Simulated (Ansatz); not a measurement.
Se, pressure series

Consider Se (space group P3_121, No. 152; a = 4.507 Å, c = 4.989 Å; made of chains).

Cell and atoms are relaxed at each pressure.

Level of theory: Kohn–Sham DFT with the r2SCAN functional, run in Ansatz (a program for electronic structure) with PAW and 500 eV plane waves, scalar-relativistic without spin-orbit coupling, earlier PAW set.

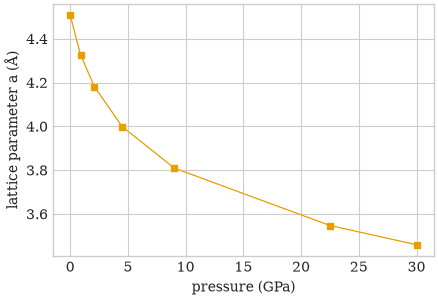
Fig. 1. Lattice parameter a against pressure

```json
[
 {"pressure (GPa)": "0.9", "lattice parameter a": "4.326 Å"},
 {"pressure (GPa)": "2.1", "lattice parameter a": "4.180 Å"},
 {"pressure (GPa)": "4.5", "lattice parameter a": "3.999 Å"},
 {"pressure (GPa)": "9", "lattice parameter a": "3.810 Å"},
 {"pressure (GPa)": "22.5", "lattice parameter a": "3.547 Å"},
 {"pressure (GPa)": "30", "lattice parameter a": "3.459 Å"}
]
```

A case with no gap was solved on a k-mesh chosen for an insulator, which is coarse for it. From pressure 9 GPa on, the axis ratios lie over 15 % from the base's, so the cell there is far from its starting form. Load acts through the strain it causes; cell and atoms are relaxed under it. Whether these cells are dynamically stable was not tested. Competing high-pressure phases were not computed. No dispersion term is included, though the crystal is made of layers, chains or molecules, so its spacings can come out too wide.
